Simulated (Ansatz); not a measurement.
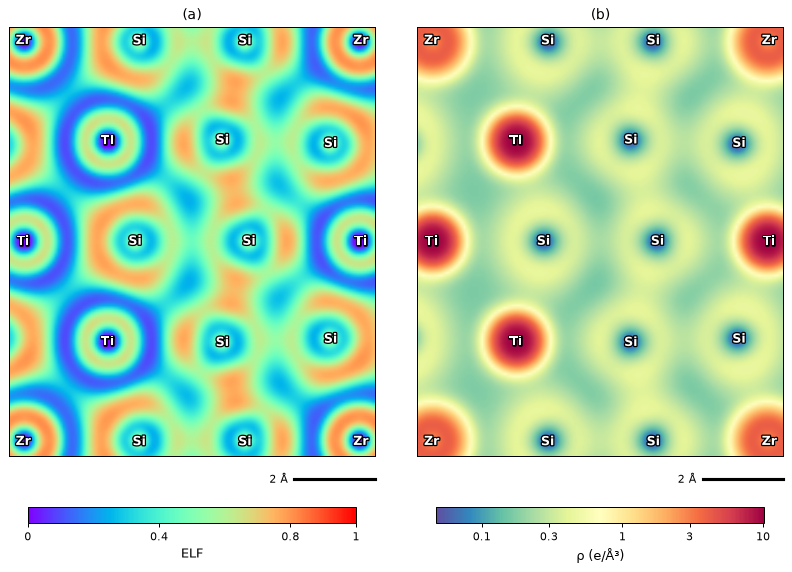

*ZrTi3Si8. (a) ELF; (b) valence charge density (pseudo) on the (011̄) plane of the conventional cell.*

Space group C222; a structure generated by program, which may or may not match a known phase; computed without spin polarisation.

These are results of DFT PBE, scalar-relativistic, plane waves, PAW in Ansatz 0.2.0, not measurements.

In a PAW calculation such maps are meaningful between the atoms, not at the nuclei.

```
CELL_PARAMETERS angstrom
8.39267 0.00000 0.00000
0.00000 8.68752 0.00000
0.00000 0.00000 4.88530
ATOMIC_POSITIONS crystal
Zr 0.00000 0.00000 0.50000
Zr 0.50000 0.50000 0.50000
Ti 0.25000 0.25000 0.74803
Ti 0.75000 0.75000 0.74803
Ti 0.25000 0.75000 0.25197
Ti 0.75000 0.25000 0.25197
Ti 0.00000 0.50000 0.00000
Ti 0.50000 0.00000 0.00000
Si 0.08980 0.25554 0.24293
Si 0.58980 0.75554 0.24293
Si 0.08980 0.74446 0.75707
Si 0.58980 0.24446 0.75707
Si 0.41020 0.24446 0.24293
Si 0.91020 0.74446 0.24293
Si 0.41020 0.75554 0.75707
Si 0.91020 0.25554 0.75707
Si 0.15651 0.50000 0.50000
Si 0.65651 0.00000 0.50000
Si 0.16878 0.00000 0.00000
Si 0.66878 0.50000 0.00000
Si 0.34349 0.00000 0.50000
Si 0.84349 0.50000 0.50000
Si 0.33122 0.50000 0.00000
Si 0.83122 0.00000 0.00000
```

Q: What do the fields say about this system?

A: The plane passes through Zr, Ti and Si nuclei. Si–Si (2.53 Å): the density is about 0.39 e/Å³ at the midpoint; the ELF peaks at about 0.80 between the atoms. Ti–Si (2.55 Å): ρ is about 0.33 e/Å³ halfway; the ELF peaks at about 0.75 in the valence shell of Si, 0.9 Å from its nucleus, and is about 0.40 at the midpoint. Zr–Si (2.66 Å): the density is about 0.33 e/Å³ at the midpoint; the ELF peaks at about 0.75 in the valence shell of Si, 0.9 Å from its nucleus, and is about 0.30 at the midpoint. Ti–Si (2.59 Å): the density is about 0.31 e/Å³ at the midpoint; the ELF peaks at about 0.75 in the valence shell of Si, 0.9 Å from its nucleus, and is about 0.40 at the midpoint. Si–Si (2.60 Å): ρ at the midpoint is about 0.36 e/Å³; the ELF peaks at about 0.75 between the atoms. Between the atoms the lowest density in this plane is 0.16 e/Å³. The features right at Zr and Ti lie inside the PAW spheres, where the map follows smoothed inner orbitals and isn't to be read closely.
